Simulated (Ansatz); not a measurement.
CrGe8Mo3

Input file:

```
crystal:
  lattice:
    - [4.6888768, 0.0, 0.0]
    - [0.0, 4.6888768, 0.0]
    - [0.0, 0.0, 8.2342487]
  atoms:
    - { symbol: Cr, position: [0.0, 0.0, 0.0] }
    - { symbol: Ge, position: [0.0, 0.0, 0.66474] }
    - { symbol: Ge, position: [0.0, 0.5, 0.159232] }
    - { symbol: Ge, position: [0.5, 0.0, 0.159232] }
    - { symbol: Ge, position: [0.5, 0.5, 0.662626] }
    - { symbol: Ge, position: [0.0, 0.0, 0.33526] }
    - { symbol: Ge, position: [0.0, 0.5, 0.840768] }
    - { symbol: Ge, position: [0.5, 0.0, 0.840768] }
    - { symbol: Ge, position: [0.5, 0.5, 0.337374] }
    - { symbol: Mo, position: [0.0, 0.5, 0.5] }
    - { symbol: Mo, position: [0.5, 0.0, 0.5] }
    - { symbol: Mo, position: [0.5, 0.5, 0.0] }
basis:
  ecutwfc: 420
kpoints:
  mp_grid: { grid: [8, 8, 6] }
  band_path:
    path:
      - [[0.0, 0.0, 0.0], [0.0, 0.5, 0.0], [0.5, 0.5, 0.0], [0.0, 0.0, 0.0], [0.0, 0.0, 0.5], [0.0, 0.5, 0.5], [0.5, 0.5, 0.5], [0.0, 0.0, 0.5]]
      - [[0.0, 0.5, 0.0], [0.0, 0.5, 0.5]]
      - [[0.5, 0.5, 0.0], [0.5, 0.5, 0.5]]
    npoints: 10
hamiltonian:
  xc: pbesol
scf:
  occupations: { method: gaussian, width: 0.1 }
  n_extra_bands: 30
output:
  forces: true
  stress: true
  eigenvalues: true
  populations: true
  dos: { projected: true, de: 0.02, nscf_kmesh: { grid: [10, 10, 8] } }
  bader: false
  write_density: true
  write_potential: true
  elf: true
  volumetric_format: npy
```

Launched as:

```sh
ansatz run input.yaml --threads 4 --pin off --max-ram 8192MiB --backend cpu --events-out ev --progress --plain --runs-dir out
```

Below, planes, directions and counts refer to the conventional cell (a = 4.69 Å, b = 4.69 Å, c = 8.23 Å, α = 90.00°, β = 90.00°, γ = 90.00°).

Space group P4/mmm; a structure generated by program, which may or may not match a known phase; computed pressure about −6 GPa in this cell; computed without spin polarisation.

Computed with DFT PBEsol, scalar-relativistic, plane waves, PAW in Ansatz.

### What will maps of the valence pseudo-density and electron localisation function show?

Cr–Ge (2.76 Å): the density is about 0.26 e/Å³ at the midpoint; the ELF is about 0.45 at the midpoint.

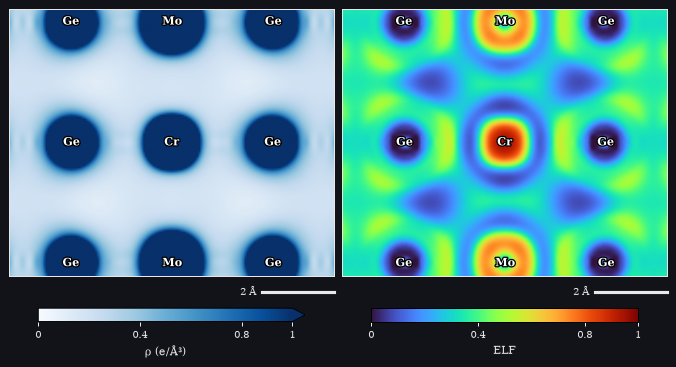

Computed valence pseudo-density and electron localisation function on the (110) plane of the conventional cell, in this order. 
